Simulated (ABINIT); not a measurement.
# Be3N2 (R3m): G0W0 with ABINIT, start to end, part 3 of 3

Aim: the G0W0 gap of Be3N2 (R3m) on LDA, step by step.

ABINIT 10.8.3; LDA and many-body steps on it, plane waves. Known limits of the many-body steps: not at the basis limit.

So far. Step 4 (Empty states on the mesh, 4×4×4 mesh, 91 bands): On this mesh the gap is 2.731 eV. Step 5 (Screening, 4×4×4 mesh, 83 bands, screening to 130.6 eV): Local fields lower ε∞ by 8 %.

### Step 6. Self-energy, 4×4×4 mesh, 83 bands, screening to 130.6 eV

The self-energy is evaluated for the states that the input lists, and the levels follow from it, in one-shot runs by the linearised quasiparticle equation.

This step: G0W0 on LDA, plane waves, norm-conserving pseudopotentials.

The input, run.abi:

```
acell 3*1.0 Angstrom
rprim 
  1.419805055509 0.819724830995 4.866215662800
  -1.419805055509 0.819724830995 4.866215662800
  -0.000000000000 -1.639449661990 4.866215662800
ntypat 2
znucl 4 7
natom 5
typat 1 1 1 2 2
xred 
  0.859001080000 0.859001080000 0.859001080000
  0.317694560000 0.317694560000 0.317694560000
  0.088806770000 0.088806770000 0.088806770000
  0.204162680000 0.204162680000 0.204162680000
  0.708434910000 0.708434910000 0.708434910000
pp_dirpath "pseudos"
pseudos "Be.upf, N.upf"
ecut 38
ngkpt 4 4 4
nshiftk 1
shiftk 0 0 0
kptopt 1
chksymbreak 0
istwfk *1
occopt 1
irdwfk 1
optdriver 4
nband 83
gwcalctyp 0
ecutsigx 38
symsigma 1
nkptgw 13
kptgw 
  0.0000000000 0.0000000000 0.0000000000
  0.2500000000 0.0000000000 0.0000000000
  0.5000000000 0.0000000000 0.0000000000
  0.2500000000 0.2500000000 0.0000000000
  0.5000000000 0.2500000000 0.0000000000
  -0.2500000000 0.2500000000 0.0000000000
  0.5000000000 0.5000000000 0.0000000000
  0.2500000000 0.2500000000 0.2500000000
  0.5000000000 0.2500000000 0.2500000000
  -0.2500000000 0.2500000000 0.2500000000
  0.5000000000 0.5000000000 0.2500000000
  -0.2500000000 0.5000000000 0.2500000000
  0.5000000000 0.5000000000 0.5000000000
bdgw 
  6 15
  6 15
  6 15
  6 15
  6 15
  6 15
  6 15
  6 15
  6 15
  6 15
  6 15
  6 15
  6 15
ecuteps 4.8
irdscr 1
ppmodel 1
indata_prefix "in"
outdata_prefix "out"
tmpdata_prefix "tmp"
```

The run is started by

```bash
OMP_NUM_THREADS=1 mpirun -n 8 abinit run.abi > log
```

Numbers of over 12 decimals in the logs are rounded to 6 here.

Output:

```text
.Version 10.8.3 of ABINIT. v10.8.2 released Aug 2026.

 Symmetries : space group R3 m (#160); Bravais hR (rhombohedral)
[... echo of the input left out ...]
== DATASET  1 ==================================================================
-   mpi_nproc: 8, omp_nthreads: 1 (-1 if OMP is not activated)

--- !DatasetInfo
iteration_state: {dtset: 1, }
dimensions: {natom: 5, nkpt: 13, mband: 83, nsppol: 1, nspinor: 1, nspden: 1, mpw: 2590, }
cutoff_energies: {ecut:  38.0, pawecutdg:  -1.0, }
electrons: {nelect:   2.20000000E+01, charge:   0.00000000E+00, occopt:   1.00000000E+00, tsmear:   1.00000000E-02, }

 SIGMA: Calculation of the GW corrections

 Based on a program developped by R.W. Godby, V. Olevano, G. Onida, and L. Reining.
 Incorporated in ABINIT by V. Olevano, G.-M. Rignanese, and M. Torrent.
.Using double precision arithmetic ; gwpc =  8

[... cell and pseudopotentials left out ...]
--------------------------------------------------------------------------------

 ==== K-mesh for the wavefunctions ====
 Number of points in the irreducible wedge :    13
[... list of points left out ...]
 Together with  6 symmetry operations and time-reversal symmetry
 yields    64 points in the full Brillouin Zone.

 ==== Q-mesh for screening function ====
 Number of points in the irreducible wedge :    13
[... list of points left out ...]
 Together with  6 symmetry operations and time-reversal symmetry
 yields    64 points in the full Brillouin Zone.

 vcoul_init : cutoff-mode = AUXILIARY_FUNCTION
 q-points for optical limit:   1
     1)      0.000010    0.000020    0.000030
 setmesh: FFT mesh size selected  =    54x   54x   54
          total number of points  =       157464

 Number of electrons calculated from density =   22.0000; Expected =   22.0000
 average of density, n =  0.095937
 r_s =    1.3551
 omega_plasma =   29.8778 [eV]

 === KS Band Gaps ===
  >>>> For spin  1
   Minimum direct gap =   3.7920 [eV], located at k-point      :   0.5000  0.5000  0.0000
   Fundamental gap    =   2.7311 [eV], Top of valence bands at :   0.0000  0.0000  0.0000
                                       Bottom of conduction at :   0.5000  0.5000  0.0000
 SIGMA fundamental parameters:
 PLASMON POLE MODEL  1
 number of plane-waves for SigmaX                 2557
 number of plane-waves for SigmaC and W            111
 number of plane-waves for wavefunctions          2557
 number of bands                                    83
 number of independent spin polarizations            1
 number of spinorial components                      1
 number of k-points in IBZ                          13
 number of q-points in IBZ                          13
 number of symmetry operations                       6
 number of k-points in BZ                           64
 number of q-points in BZ                           64
 number of frequencies for dSigma/dE                 9
 frequency step for dSigma/dE [eV]                0.25
 number of omega for Sigma on real axis              0
 max omega for Sigma on real axis  [eV]           0.00
 zcut for avoiding poles [eV]                     0.10

 EPSILON^-1 parameters (SCR file):
 dimension of the eps^-1 matrix on file            111
 dimension of the eps^-1 matrix used               111
 number of plane-waves for wavefunctions          2557
 number of bands                                    83
 number of q-points in IBZ                          13
 number of frequencies                               2
 number of real frequencies                          1
 number of imag frequencies                          1

 matrix elements of self-energy operator (all in [eV])

 Perturbative Calculation

--- !SelfEnergy_ee
iteration_state: {dtset: 1, }
kpoint     : [   0.000,    0.000,    0.000, ]
spin       : 1
KS_gap     :    6.136
QP_gap     :    7.738
Delta_QP_KS:    1.602
data: !SigmaeeData |
     Band     E0 <VxcDFT>   SigX SigC(E0)      Z dSigC/dE  Sig(E)    E-E0       E
        6  -1.652 -13.631 -19.648   4.431   0.784  -0.275 -14.875  -1.244  -2.897
        7   4.732 -16.978 -21.195   3.380   0.804  -0.244 -17.651  -0.674   4.058
        8   4.732 -16.978 -21.195   3.380   0.804  -0.244 -17.651  -0.674   4.058
        9   5.480 -17.236 -21.057   3.093   0.806  -0.241 -17.823  -0.588   4.892
       10   5.933 -17.556 -21.694   3.351   0.806  -0.240 -18.190  -0.635   5.298
       11   5.933 -17.556 -21.694   3.351   0.806  -0.240 -18.190  -0.635   5.298
       12  12.069 -13.924  -8.230  -4.516   0.821  -0.217 -12.957   0.967  13.036
       13  13.753 -13.224  -6.984  -4.713   0.830  -0.204 -11.956   1.268  15.021
       14  14.147 -12.217  -5.689  -4.777   0.838  -0.193 -10.750   1.467  15.614
       15  14.147 -12.217  -5.689  -4.777   0.838  -0.193 -10.750   1.467  15.614

--- !SelfEnergy_ee
iteration_state: {dtset: 1, }
kpoint     : [   0.250,    0.000,    0.000, ]
spin       : 1
KS_gap     :    7.770
QP_gap     :    9.602
Delta_QP_KS:    1.832
data: !SigmaeeData |
     Band     E0 <VxcDFT>   SigX SigC(E0)      Z dSigC/dE  Sig(E)    E-E0       E
[...]
--- !SelfEnergy_ee
iteration_state: {dtset: 1, }
kpoint     : [   0.500,    0.000,    0.000, ]
spin       : 1
KS_gap     :    7.577
QP_gap     :    9.485
Delta_QP_KS:    1.908
data: !SigmaeeData |
     Band     E0 <VxcDFT>   SigX SigC(E0)      Z dSigC/dE  Sig(E)    E-E0       E
[...]
--- !SelfEnergy_ee
iteration_state: {dtset: 1, }
kpoint     : [   0.250,    0.250,    0.000, ]
spin       : 1
KS_gap     :    6.723
QP_gap     :    8.537
Delta_QP_KS:    1.813
data: !SigmaeeData |
     Band     E0 <VxcDFT>   SigX SigC(E0)      Z dSigC/dE  Sig(E)    E-E0       E
[...]
--- !SelfEnergy_ee
iteration_state: {dtset: 1, }
kpoint     : [   0.500,    0.250,    0.000, ]
spin       : 1
KS_gap     :    7.033
QP_gap     :    8.866
Delta_QP_KS:    1.833
data: !SigmaeeData |
     Band     E0 <VxcDFT>   SigX SigC(E0)      Z dSigC/dE  Sig(E)    E-E0       E
[...]
--- !SelfEnergy_ee
iteration_state: {dtset: 1, }
kpoint     : [  -0.250,    0.250,    0.000, ]
spin       : 1
KS_gap     :    7.578
QP_gap     :    9.456
Delta_QP_KS:    1.878
data: !SigmaeeData |
     Band     E0 <VxcDFT>   SigX SigC(E0)      Z dSigC/dE  Sig(E)    E-E0       E
[...]
--- !SelfEnergy_ee
iteration_state: {dtset: 1, }
kpoint     : [   0.500,    0.500,    0.000, ]
spin       : 1
KS_gap     :    3.792
QP_gap     :    5.280
Delta_QP_KS:    1.488
data: !SigmaeeData |
     Band     E0 <VxcDFT>   SigX SigC(E0)      Z dSigC/dE  Sig(E)    E-E0       E
[...]
--- !SelfEnergy_ee
iteration_state: {dtset: 1, }
kpoint     : [   0.250,    0.250,    0.250, ]
spin       : 1
KS_gap     :    6.853
QP_gap     :    8.619
Delta_QP_KS:    1.767
data: !SigmaeeData |
     Band     E0 <VxcDFT>   SigX SigC(E0)      Z dSigC/dE  Sig(E)    E-E0       E
[...]
--- !SelfEnergy_ee
iteration_state: {dtset: 1, }
kpoint     : [   0.500,    0.250,    0.250, ]
spin       : 1
KS_gap     :    7.071
QP_gap     :    8.912
Delta_QP_KS:    1.841
data: !SigmaeeData |
     Band     E0 <VxcDFT>   SigX SigC(E0)      Z dSigC/dE  Sig(E)    E-E0       E
[...]
--- !SelfEnergy_ee
iteration_state: {dtset: 1, }
kpoint     : [  -0.250,    0.250,    0.250, ]
spin       : 1
KS_gap     :    5.532
QP_gap     :    7.236
Delta_QP_KS:    1.704
data: !SigmaeeData |
     Band     E0 <VxcDFT>   SigX SigC(E0)      Z dSigC/dE  Sig(E)    E-E0       E
[...]
--- !SelfEnergy_ee
iteration_state: {dtset: 1, }
kpoint     : [   0.500,    0.500,    0.250, ]
spin       : 1
KS_gap     :    6.191
QP_gap     :    7.946
Delta_QP_KS:    1.756
data: !SigmaeeData |
     Band     E0 <VxcDFT>   SigX SigC(E0)      Z dSigC/dE  Sig(E)    E-E0       E
[...]
--- !SelfEnergy_ee
iteration_state: {dtset: 1, }
kpoint     : [  -0.250,    0.500,    0.250, ]
spin       : 1
KS_gap     :    6.209
QP_gap     :    7.985
Delta_QP_KS:    1.776
data: !SigmaeeData |
     Band     E0 <VxcDFT>   SigX SigC(E0)      Z dSigC/dE  Sig(E)    E-E0       E
[...]
--- !SelfEnergy_ee
iteration_state: {dtset: 1, }
kpoint     : [   0.500,    0.500,    0.500, ]
spin       : 1
KS_gap     :    7.363
QP_gap     :    9.253
Delta_QP_KS:    1.890
data: !SigmaeeData |
     Band     E0 <VxcDFT>   SigX SigC(E0)      Z dSigC/dE  Sig(E)    E-E0       E
[...]
11   5.590 -17.220 -21.529   3.446   0.806  -0.240 -17.916  -0.696   4.894
       12  12.953 -14.351  -8.043  -4.847   0.817  -0.224 -13.157   1.194  14.147
       13  14.731 -14.436  -7.993  -4.905   0.812  -0.232 -13.187   1.249  15.980
       14  14.910 -12.575  -5.857  -4.894   0.834  -0.199 -11.054   1.521  16.431
       15  14.910 -12.575  -5.857  -4.894   0.834  -0.199 -11.054   1.521  16.431

 New Fermi energy :        2.719174E-01 Ha ,    7.399249E+00 eV

 === QP Band Gaps ===
  >>>> For spin  1
   Minimum direct gap =   5.2799 [eV], located at k-point      :   0.5000  0.5000  0.0000
   Fundamental gap    =   4.2018 [eV], Top of valence bands at :   0.0000  0.0000  0.0000
                                       Bottom of conduction at :   0.5000  0.5000  0.0000

== END DATASET(S) ==============================================================
================================================================================

 -outvars: echo values of variables after computation  --------
           etotal      0.0000000000E+00
            nband          83
             nkpt          13
          spgroup         160
 [... the other variables as echoed above ...]

 Calculation completed.
```

The job ended after 76 s (8 MPI ranks of Arm Neoverse V1, shared host; peak memory 3.6 GiB).

Numbers from this step:

```yaml
g0w0_gap_on_the_mesh: 4.202 eV
starting_gap_on_the_mesh: 2.731 eV
k_of_the_valence_top: 0, 0, 0
k_of_the_conduction_bottom: 0.5, 0.5, 0
z_at_the_valence_top: 0.806
z_at_the_conduction_bottom: 0.843
least_direct_g0w0_gap_on_the_computed_points: 5.28 eV
```

The gap on the mesh goes from 2.73 eV to 4.20 eV, a correction of +1.47 eV.

Limits: finite bands, cutoff and mesh. v1 is the top filled band, c1 the lowest empty one. The levels before and after the correction (eV, zero at the valence-band top of each column):

|  | conduction bottom | valence top |
| --- | --- | --- |
| Kohn-Sham | 2.73 | 0.00 |
| G0W0 | 4.20 | 0.00 |

|  | level | energy (eV) |
| --- | --- | --- |
| Kohn-Sham | Γ v3 | -0.453 |
| Kohn-Sham | Γ v2-v1 | 0.000 |
| Kohn-Sham | Γ c1 | 6.136 |
| Kohn-Sham | Γ c2 | 7.820 |
| Kohn-Sham | Γ c3 | 8.214 |
| Kohn-Sham | (0.5 0.5 0) v3 | -3.501 |
| Kohn-Sham | (0.5 0.5 0) v2 | -1.342 |
| Kohn-Sham | (0.5 0.5 0) v1 | -1.061 |
| Kohn-Sham | (0.5 0.5 0) c1 | 2.731 |
| Kohn-Sham | (0.5 0.5 0) c2 | 7.642 |
| Kohn-Sham | (0.5 0.5 0) c3 | 8.888 |
| G0W0 | Γ v3 | -0.406 |
| G0W0 | Γ v2-v1 | 0.000 |
| G0W0 | Γ c1 | 7.738 |
| G0W0 | Γ c2 | 9.723 |
| G0W0 | Γ c3 | 10.316 |
| G0W0 | (0.5 0.5 0) v3 | -3.796 |
| G0W0 | (0.5 0.5 0) v2 | -1.452 |
| G0W0 | (0.5 0.5 0) v1 | -1.078 |
| G0W0 | (0.5 0.5 0) c1 | 4.202 |
| G0W0 | (0.5 0.5 0) c2 | 9.454 |
| G0W0 | (0.5 0.5 0) c3 | 10.760 |

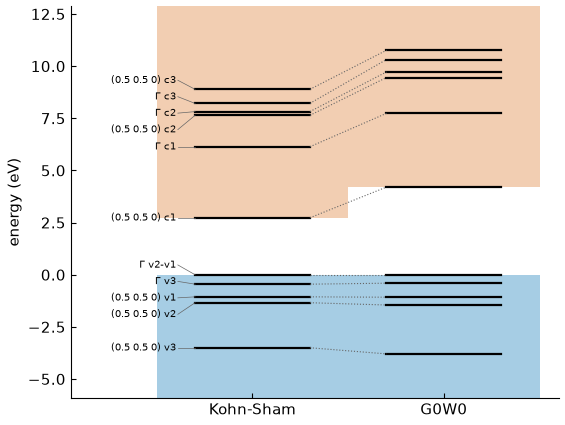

Levels before and after the correction. Shaded: valence and conduction bands.

### Step 7. Where the time went

Times are wall times on 8 MPI ranks of Arm Neoverse V1, shared host, good to a factor of about two.

| step | time | share | memory (GiB) |
| --- | --- | --- | --- |
| ground state | 32 s | 16 % | 0.75 |
| bands along the symmetry lines | 13 s | 7 % | 0.58 |
| empty states on the mesh | 38 s | 19 % | 3.3 |
| screening | 39 s | 20 % | 2.2 |
| self-energy | 76 s | 38 % | 3.6 |

### Step 8. Outcome

| Property | Result |
| --- | --- |
| LDA gap | 2.73 eV, indirect |
| G0W0 gap on the mesh | 4.20 eV |
| GW settings | 4×4×4 mesh, 83 bands, screening to 130.6 eV, Godby-Needs plasmon pole |
| known limits | not at the basis limit |

In words: G0W0 moves the gap on the mesh from 2.73 eV to 4.20 eV (+1.47 eV), with Z of 0.81 and 0.84 at the edges. Local fields lower the RPA ε∞ on this mesh from 5.18 to 4.77. The dearest step here is «self-energy». Bands and cutoff are finite, so the gap is not at the basis limit. The miss can reach some tenths of an eV and take either sign; the mesh is an error of its own.

[Paths, hosts, dates, memory and timing lines, banners, echoed tables and standing remarks are left out of the program output.]

[Logs are printed without paths, hosts, clocks, repeated set-up lines and the standing remarks that a program may print on its own settings, such as how far it seeks lower states.]

[Runs of the session that timed out or met a known fault of the program may be left out.]

[Hosts, paths, dates, database ids (printed as entryN), source tags and the programs' standing remarks are cut or masked in the printed files.]

[G0W0 gaps are taken among the corrected bands and points alone; a level outside them can change the order at an edge.]

[Where Ansatz stands beside ABINIT at settings called matched, ABINIT's density can come from a denser mesh and the files from another edition; pairs whose starting gaps differed by over 0.03 eV were left out, so agreement reads better than it is.]
